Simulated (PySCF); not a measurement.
Single-point calculation, with input and output: GaCl₂O (charge +1)

The run: single-point calculation of GaCl₂O, charge +1. Method and program: wB97M-V/aug-cc-pVDZ, RKS (PySCF 2.14.0).

The geometry is that of the parent species in another charge or spin state. The geometry comes from this level: PBE0-D4/def2-TZVP.

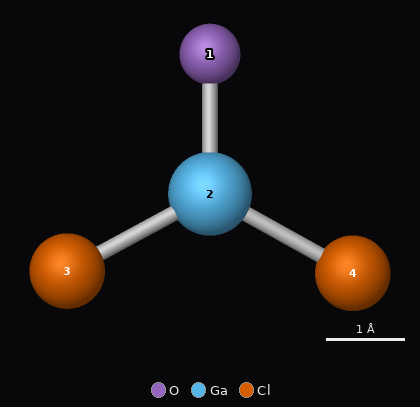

*The structure as given in the input (ball-and-stick view, seen at a tilt; atoms are numbered from 1 in the order of the input). Sticks mark near contacts.*

Bond lengths as drawn: Cl–Ga 2.11 Å and Ga–O 1.79 Å.

**Summary**

- outcome: converged
- total energy: −2919.857978 hartree
- basis functions: 113
- HOMO: −17.82 eV
- LUMO: −13.00 eV
- hardware: 1 thread of Intel Xeon @ 2.70GHz, 189 GiB of memory available, shared host
- wall time: 2.3 min
- peak memory: 0.63 GiB

**Remarks**

The record of the run, not the program, notes: dipole of an ion depends on the origin.

**Input file (run.py)**
```python
from pyscf import gto, dft

molecule = gto.Mole()
molecule.atom = [
    ('O', (0.746300, 1.055700, 1.312100)),
    ('Ga', (0.035800, 0.016900, 0.034200)),
    ('Cl', (0.760400, -1.952900, -0.180900)),
    ('Cl', (-1.486800, 0.819800, -1.185700)),
]
molecule.charge = 1
molecule.spin = 0
molecule.basis = 'aug-cc-pvdz'
molecule.max_memory = 1860
molecule.verbose = 4
molecule.build()

mf = dft.RKS(molecule, xc='wb97m-v')
mf.grids.level = 5
mf.conv_tol = 1e-10
mf.nlcgrids.level = 1
mf.kernel()
if not mf.converged:
    mf = mf.newton().run(mf.mo_coeff, mf.mo_occ)

e_final = mf.e_tot
print('E = %.10f Eh' % e_final)
```

Launched with:
```bash
OMP_NUM_THREADS=1 python run.py
```

**Log**
```
PySCF version 2.14.0

[INPUT] num. atoms = 4
[INPUT] num. electrons = 72
[INPUT] charge = 1
[INPUT] spin (= nelec alpha-beta = 2S) = 0
[INPUT] symmetry False subgroup None
[INPUT] Mole.unit = angstrom
[INPUT] Symbol           X                Y                Z      unit          X                Y                Z       unit  Magmom
[INPUT]  1 O      0.746300000000   1.055700000000   1.312100000000 AA    1.410302606763   1.994983869703   2.479509648042 Bohr   0.0
[INPUT]  2 Ga     0.035800000000   0.016900000000   0.034200000000 AA    0.067652195259   0.031936371505   0.064628633460 Bohr   0.0
[INPUT]  3 Cl     0.760400000000  -1.952900000000  -0.180900000000 AA    1.436947745119  -3.690446148663  -0.341851455934 Bohr   0.0
[INPUT]  4 Cl    -1.486800000000   0.819800000000  -1.185700000000 AA   -2.809644802003   1.549197476918  -2.240648265897 Bohr   0.0

nuclear repulsion = 421.63295380013
number of shells = 33
number of NR pGTOs = 221
number of NR cGTOs = 113
basis = aug-cc-pvdz
ecp = {}

******** <class 'pyscf.dft.rks.RKS'> ********
method = RKS
initial guess = minao
damping factor = 0
level_shift factor = 0
DIIS = <class 'pyscf.scf.diis.CDIIS'>
diis_start_cycle = 1
diis_space = 8
diis_damp = 0
SCF conv_tol = 1e-10
SCF conv_tol_grad = None
SCF max_cycles = 50
direct_scf = True
direct_scf_tol = 1e-13
XC library pyscf.dft.libxc version 7.0.0
    S. Lehtola, C. Steigemann, M. J.T. Oliveira, and M. A.L. Marques.,  SoftwareX 7, 1–5 (2018)
XC functionals = wb97m-v
radial grids:
    Treutler-Ahlrichs [JCP 102, 346 (1995); DOI:10.1063/1.469408] (M4) radial grids

becke partition: Becke, JCP 88, 2547 (1988); DOI:10.1063/1.454033
pruning grids: <function nwchem_prune>
grids dens level: 5
symmetrized grids: False
atomic radii adjust function: <function treutler_atomic_radii_adjust>
** Following is NLC and NLC Grids **
NLC functional = wb97m-v
radial grids:
    Treutler-Ahlrichs [JCP 102, 346 (1995); DOI:10.1063/1.469408] (M4) radial grids

becke partition: Becke, JCP 88, 2547 (1988); DOI:10.1063/1.454033
pruning grids: <function nwchem_prune>
grids dens level: 1
symmetrized grids: False
atomic radii adjust function: <function treutler_atomic_radii_adjust>
small_rho_cutoff = 0
Set gradient conv threshold to 1e-05
Initial guess from minao.
tot grids = 174352
tot grids = 25232
init E= -2919.97566913324
  HOMO = -0.422184660667462  LUMO = -0.412150698750064  gap/eV = 0.27304
cycle= 1 E= -2919.75770853038  delta_E= 0.218  |g|= 0.53  |ddm|= 1.99
  HOMO = -0.653561988918124  LUMO = -0.571042270076728  gap/eV = 2.24548
cycle= 2 E= -2919.6401211602  delta_E= 0.118  |g|= 0.913  |ddm|= 1.28
  HOMO = -0.675074419927856  LUMO = -0.473401938320767  gap/eV = 5.48779
cycle= 3 E= -2919.83245830613  delta_E= -0.192  |g|= 0.318  |ddm|= 0.854
  HOMO = -0.659146997594448  LUMO = -0.493611311785585  gap/eV = 4.50446
cycle= 4 E= -2919.85733959718  delta_E= -0.0249  |g|= 0.0331  |ddm|= 0.271
  HOMO = -0.653342269554673  LUMO = -0.477888648883932  gap/eV = 4.77434
cycle= 5 E= -2919.85779348237  delta_E= -0.000454  |g|= 0.0124  |ddm|= 0.0566
  HOMO = -0.655888037748709  LUMO = -0.478091478205593  gap/eV = 4.83809
cycle= 6 E= -2919.85789393283  delta_E= -0.0001  |g|= 0.00396  |ddm|= 0.0211
  HOMO = -0.655249894343351  LUMO = -0.478095809921189  gap/eV = 4.82061
cycle= 7 E= -2919.8579346805  delta_E= -4.07e-05  |g|= 0.00215  |ddm|= 0.0167
  HOMO = -0.655115621879439  LUMO = -0.478303551600849  gap/eV = 4.81130
cycle= 8 E= -2919.8579579842  delta_E= -2.33e-05  |g|= 0.00182  |ddm|= 0.0149
  HOMO = -0.655054514564906  LUMO = -0.478138353177848  gap/eV = 4.81413
cycle= 9 E= -2919.85796892815  delta_E= -1.09e-05  |g|= 0.00171  |ddm|= 0.0107
  HOMO = -0.65501225453424  LUMO = -0.477847974113439  gap/eV = 4.82089
cycle= 10 E= -2919.8579762567  delta_E= -7.33e-06  |g|= 0.000721  |ddm|= 0.0124
  HOMO = -0.654997056935148  LUMO = -0.477747131789154  gap/eV = 4.82322
cycle= 11 E= -2919.857977486  delta_E= -1.23e-06  |g|= 0.000331  |ddm|= 0.006
  HOMO = -0.65499743361511  LUMO = -0.477719591888103  gap/eV = 4.82398
cycle= 12 E= -2919.85797757408  delta_E= -8.81e-08  |g|= 0.000144  |ddm|= 0.00141
  HOMO = -0.655000611777565  LUMO = -0.477698824559014  gap/eV = 4.82463
cycle= 13 E= -2919.85797758455  delta_E= -1.05e-08  |g|= 1.32e-05  |ddm|= 0.000551
  HOMO = -0.655003186580027  LUMO = -0.477699978859207  gap/eV = 4.82467
cycle= 14 E= -2919.85797758469  delta_E= -1.41e-10  |g|= 4.68e-06  |ddm|= 4.43e-05
  HOMO = -0.655003560628478  LUMO = -0.477699716480271  gap/eV = 4.82468
cycle= 15 E= -2919.85797758472  delta_E= -3.73e-11  |g|= 3.47e-06  |ddm|= 1.68e-05
  HOMO = -0.655003671871935  LUMO = -0.477698707248123  gap/eV = 4.82471
```

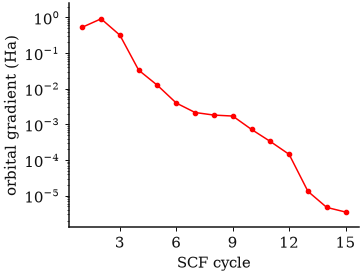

*Convergence of the self-consistent field: orbital gradient against the SCF cycle.*

The residual falls almost steadily, with no more than small rises.

```
Extra cycle  E= -2919.85797758472  delta_E= 4.55e-12  |g|= 6.55e-06  |ddm|= 7.96e-06
converged SCF energy = -2919.85797758472
E = -2919.8579775847 Eh
```

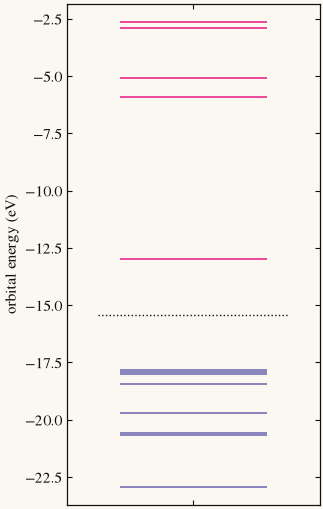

*Orbital energies near the frontier; the dotted line parts filled from empty levels, and levels within 0.02 eV of each other stand side by side.*

Highest filled −17.82 eV, lowest empty −13.00 eV, 4.82 eV apart.
